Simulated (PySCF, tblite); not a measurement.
**C6H6O: a rotation path, then NMR shifts on frames, part 1 of 2**

How do NMR shifts of C6H6O (`C=C1C=C1C(C)=O`) change as the atoms move?

Computed with tblite 0.8.0 and PySCF 2.14.0, with density-fitted response routines of our own, on a single molecule in the gas phase. Atoms count from 0, in the outputs and in this text.

### Step 1. Starting geometry

13 atoms, charge 0, multiplicity 1; geometry from: GFN2-xTB.

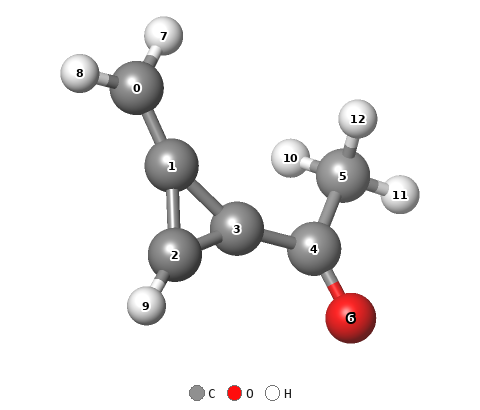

The starting geometry (carbon grey, oxygen red, hydrogen white), atoms numbered; sticks join atoms by distance.

### Step 2. A band between two rotamers with GFN2-xTB

What the job is given:

```
{"job": {"kind": "neb", "xc": "GFN2-xTB", "basis": "xTB", "atoms": [1, 3, 4, 5], "turn": 180}, "charge": 0, "multiplicity": 1}
C      2.144611    -0.574880     0.700586
C      1.373040     0.038740    -0.163994
C      1.162698     0.817472    -1.358471
C      0.073772     0.470371    -0.666133
C     -1.371358     0.497427    -0.520350
C     -1.877710    -0.351000     0.615890
O     -2.080919     1.151744    -1.252463
H      1.737119    -1.088652     1.554235
H      3.215275    -0.581325     0.589837
H      1.581786     1.302098    -2.208228
H     -1.550637    -1.379890     0.474968
H     -2.962225    -0.309241     0.665681
H     -1.449841     0.007624     1.550714
```

Level: GFN2-xTB climbing-image nudged elastic band, gas phase.

Launch:

```
$ OMP_NUM_THREADS=1 python probes_run.py task.json out
```

The driver reads the jobs from task.json and runs them one after another.

The program printed:

```text
image   E - E0 / eV
  0       0.0000
  1       0.0031
  2       0.0152
  3       0.0363
  4       0.0546
  5       0.0565
  6       0.0500
  7       0.0490
  8       0.0511
```

Wall time 3 s (1 thread of AMD EPYC 7R43, shared host); peak memory 0.18 GiB.

The final band, with the dihedral C1–C3–C4–C5:

```csv
image,dihedral (°),energy (eV),energy (kcal/mol)
0,-6,0.000,0.0
1,14,0.003,0.1
2,36,0.015,0.3
3,59,0.036,0.8
4,84,0.055,1.3
5,108,0.056,1.3
6,131,0.050,1.2
7,152,0.049,1.1
8,174,0.051,1.2
```

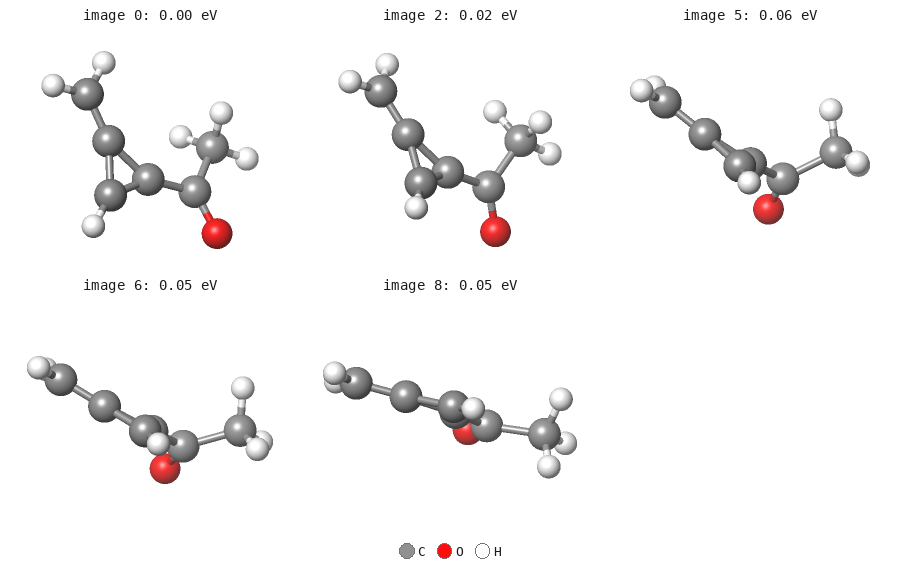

Images along the band.

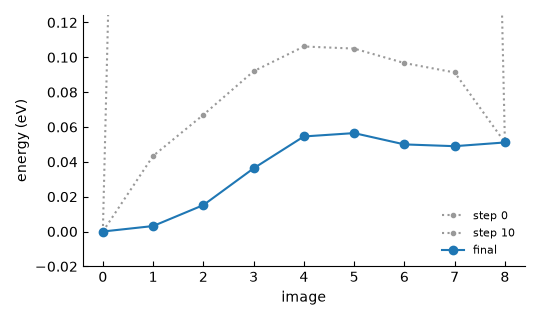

Energy along the band, early and final.

### Step 3. NMR shieldings: image 0, PBE0/pcSseg-1

What the job is given:

```
{"job": {"kind": "nmr", "xc": "PBE0", "basis": "pcSseg-1", "pop": false}, "charge": 0, "multiplicity": 1}
C      2.144600    -0.574900     0.700600
C      1.373000     0.038700    -0.164000
C      1.162700     0.817500    -1.358500
C      0.073800     0.470400    -0.666100
C     -1.371400     0.497400    -0.520400
C     -1.877700    -0.351000     0.615900
O     -2.080900     1.151700    -1.252500
H      1.737100    -1.088700     1.554200
H      3.215300    -0.581300     0.589800
H      1.581800     1.302100    -2.208200
H     -1.550600    -1.379900     0.475000
H     -2.962200    -0.309200     0.665700
H     -1.449800     0.007600     1.550700
```

With the program's defaults for keys left out, this is: GIAO PBE0/pcSseg-1 NMR shielding, non-relativistic, gas phase.

The program printed:

```text
coarse grid: 11328 points
cycle   1  E = -306.7529005703  dE =  1.309e+00  |g| = 8.267e-01  |ddm| = 3.491e+00
cycle   2  E = -306.3077332775  dE =  4.452e-01  |g| = 1.699e+00  |ddm| = 2.736e+00
cycle   3  E = -306.8900607894  dE = -5.823e-01  |g| = 1.919e-01  |ddm| = 2.140e+00
cycle   4  E = -306.8981752673  dE = -8.114e-03  |g| = 7.427e-02  |ddm| = 2.427e-01
cycle   5  E = -306.8992998515  dE = -1.125e-03  |g| = 2.597e-02  |ddm| = 9.309e-02
cycle   6  E = -306.8994745979  dE = -1.747e-04  |g| = 7.210e-03  |ddm| = 3.429e-02
cycle   7  E = -306.8994852531  dE = -1.066e-05  |g| = 2.784e-03  |ddm| = 7.274e-03
cycle   8  E = -306.8994868661  dE = -1.613e-06  |g| = 9.170e-04  |ddm| = 3.139e-03
final grid: 110688 points
cycle   9  E = -306.9529390280  dE = -8.063e-06  |g| = 1.233e-02  |ddm| = 3.801e-02
cycle  10  E = -306.9528493805  dE =  8.965e-05  |g| = 2.478e-02  |ddm| = 3.145e-02
cycle  11  E = -306.9529695407  dE = -1.202e-04  |g| = 2.089e-03  |ddm| = 2.258e-02
cycle  12  E = -306.9529704461  dE = -9.053e-07  |g| = 3.144e-04  |ddm| = 1.774e-03
cycle  13  E = -306.9529704645  dE = -1.847e-08  |g| = 1.851e-04  |ddm| = 4.981e-04
cycle  14  E = -306.9529704727  dE = -8.162e-09  |g| = 3.648e-05  |ddm| = 1.912e-04
cycle  15  E = -306.9529704730  dE = -3.022e-10  |g| = 9.415e-06  |ddm| = 4.270e-05
converged SCF energy = -306.9529704730

GIAO shielding tensors (ppm)
atom      isotropic    diamagn.    paramagn.     s11        s22        s33       span
  0 C      116.622     258.021    -141.399     43.986    126.251    179.628    135.642
  1 C       61.909     256.967    -195.058    -55.786     41.154    200.359    256.144
  2 C       32.856     256.440    -223.583    -63.077    -26.813    188.459    251.536
  3 C       43.605     252.353    -208.748    -55.710     17.987    168.537    224.247
  4 C       -3.923     245.176    -249.099   -105.762     -7.529    101.520    207.282
  5 C      149.136     252.856    -103.720    126.222    134.189    186.996     60.774
  6 O     -392.761     397.848    -790.609  -1114.946   -414.493    351.157   1466.103
  7 H       27.429      32.964      -5.536     24.381     27.100     30.805      6.424
  8 H       27.318      27.834      -0.515     24.491     26.666     30.799      6.308
  9 H       23.014      34.362     -11.347     20.831     23.617     24.594      3.763
 10 H       29.015      30.640      -1.625     26.311     28.904     31.829      5.519
 11 H       29.240      28.418       0.821     26.079     27.668     33.972      7.893
 12 H       28.978      30.698      -1.719     26.155     28.795     31.985      5.830
```

It took 14 s on 1 thread of AMD EPYC 7R43, shared host; peak memory 0.7 GiB.

The references, computed at this level on geometries of the same kind, shield at (ppm): ¹H TMS 31.72, ¹³C TMS 186.9, ¹⁷O H2O 336.1. Their shielding less the atom's gives the shift. The references are single molecules in the gas phase, so shifts against H2O, NH3, PH3, H3PO4 or CFCl3 are not on the usual liquid scales and can be off by tens of ppm. Each atom is listed at this fixed geometry, with no averaging over motion; a spectrum would average atoms that exchange fast.

| atoms | environment | σ (ppm) | δ (ppm) |
| --- | --- | --- | --- |
| C4 | ketone carbonyl carbon | -3.9 | 190.8 |
| C2 | β carbon of a C=C–C=O unit | 32.9 | 154.1 |
| C3 | α carbon of a C=C–C=O unit | 43.6 | 143.3 |
| C1 | fully substituted alkene carbon | 61.9 | 125.0 |
| C0 | terminal =CH2 carbon | 116.6 | 70.3 |
| C5 | methyl carbon α to a carbonyl | 149.1 | 37.8 |
| H9 | hydrogen on a β carbon of a C=C–C=O unit | 23.01 | 8.70 |
| H8 | hydrogen on a terminal =CH2 carbon | 27.32 | 4.40 |
| H7 | hydrogen on a terminal =CH2 carbon | 27.43 | 4.29 |
| H12 | hydrogen on a methyl carbon α to a carbonyl | 28.98 | 2.74 |
| H10 | hydrogen on a methyl carbon α to a carbonyl | 29.01 | 2.70 |
| H11 | hydrogen on a methyl carbon α to a carbonyl | 29.24 | 2.48 |
| O6 | ketone oxygen | -392.8 | 728.8 |

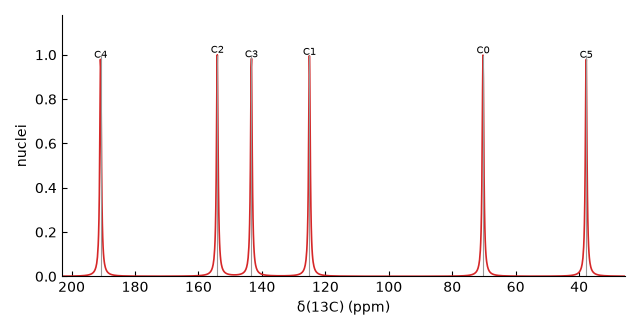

¹³C lines at the computed shifts, without couplings. Lines are broadened to a width of 0.61 ppm (Lorentzian).

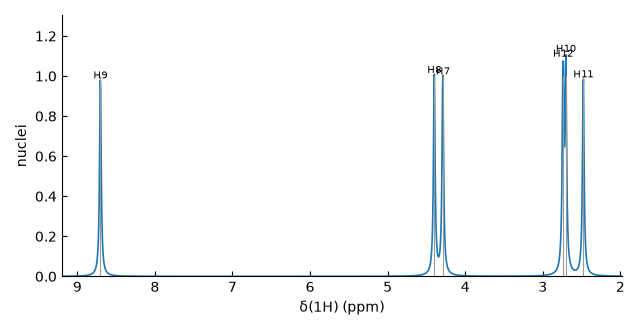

¹H lines at the computed shifts, without couplings. Lines are broadened to a width of 0.02 ppm (Lorentzian).

Ring of atoms C1, C2, C3: NICS(0) -22.4, NICS(1) -7.6, NICS(1)zz -10.7 ppm (means of both faces).

In rings of three or four atoms NICS is ruled by the nearby σ bonds, so it says little on aromaticity.

### Step 4. NMR shieldings: image 2, PBE0/pcSseg-1

What the job is given:

```
{"job": {"kind": "nmr", "xc": "PBE0", "basis": "pcSseg-1", "pop": false}, "charge": 0, "multiplicity": 1}
C      2.192800    -0.786700     0.520400
C      1.399900    -0.020500    -0.186200
C      1.147500     1.043400    -1.121200
C      0.079000     0.377700    -0.677800
C     -1.362500     0.209400    -0.660600
C     -1.913000    -0.134800     0.701200
O     -2.039100     0.335000    -1.655400
H      1.814400    -1.582000     1.138800
H      3.261400    -0.664800     0.478200
H      1.525300     1.869300    -1.674300
H     -1.436000    -1.040100     1.070900
H     -2.989700    -0.271700     0.645900
H     -1.684300     0.666400     1.402300
```

With the program's defaults for keys left out, this is: GIAO PBE0/pcSseg-1 NMR shielding, non-relativistic, gas phase.

The program printed:

```text
coarse grid: 11328 points
cycle   1  E = -306.7502038928  dE =  1.315e+00  |g| = 8.318e-01  |ddm| = 3.473e+00
cycle   2  E = -306.2789279978  dE =  4.713e-01  |g| = 1.742e+00  |ddm| = 2.710e+00
cycle   3  E = -306.8887580824  dE = -6.098e-01  |g| = 1.939e-01  |ddm| = 2.117e+00
cycle   4  E = -306.8970935858  dE = -8.336e-03  |g| = 7.412e-02  |ddm| = 2.465e-01
cycle   5  E = -306.8982123463  dE = -1.119e-03  |g| = 2.500e-02  |ddm| = 9.072e-02
cycle   6  E = -306.8983744954  dE = -1.621e-04  |g| = 6.226e-03  |ddm| = 3.287e-02
cycle   7  E = -306.8983821835  dE = -7.688e-06  |g| = 2.502e-03  |ddm| = 6.503e-03
final grid: 110688 points
cycle   8  E = -306.9513354367  dE = -1.822e-06  |g| = 1.402e-02  |ddm| = 3.335e-02
cycle   9  E = -306.9512155857  dE =  1.199e-04  |g| = 2.853e-02  |ddm| = 3.662e-02
cycle  10  E = -306.9513751005  dE = -1.595e-04  |g| = 2.316e-03  |ddm| = 2.587e-02
cycle  11  E = -306.9513762418  dE = -1.141e-06  |g| = 3.721e-04  |ddm| = 1.985e-03
cycle  12  E = -306.9513762708  dE = -2.906e-08  |g| = 1.535e-04  |ddm| = 5.154e-04
cycle  13  E = -306.9513762758  dE = -4.983e-09  |g| = 5.639e-05  |ddm| = 1.734e-04
cycle  14  E = -306.9513762766  dE = -7.549e-10  |g| = 1.219e-05  |ddm| = 6.412e-05
converged SCF energy = -306.9513762766

GIAO shielding tensors (ppm)
atom      isotropic    diamagn.    paramagn.     s11        s22        s33       span
  0 C      118.969     257.748    -138.778     47.089    130.392    179.427    132.337
  1 C       61.074     257.445    -196.371    -55.432     42.793    195.862    251.294
  2 C       39.386     255.909    -216.523    -56.219    -11.384    185.760    241.979
  3 C       37.736     253.448    -215.712    -68.297     12.432    169.074    237.372
  4 C       -8.813     245.081    -253.894   -104.525    -23.005    101.092    205.617
  5 C      152.002     252.997    -100.995    127.415    138.913    189.677     62.262
  6 O     -387.503     396.906    -784.409  -1093.253   -417.752    348.496   1441.749
  7 H       27.538      32.686      -5.148     24.561     27.028     31.025      6.464
  8 H       27.440      27.830      -0.390     24.610     26.683     31.027      6.418
  9 H       23.304      34.037     -10.733     21.077     23.666     25.170      4.093
 10 H       28.942      30.996      -2.054     25.601     28.917     32.308      6.707
 11 H       29.330      28.555       0.775     26.300     27.508     34.181      7.880
 12 H       29.303      30.048      -0.746     26.728     28.868     32.313      5.585
```

It took 12 s on 1 thread of AMD EPYC 7R43, shared host; peak memory 0.73 GiB.

Key values: δ C4 195.7, C3 149.2, C2 147.5, C1 125.9, H9 8.41, H8 4.28 ppm.

(Continued in part 2 of 2.)
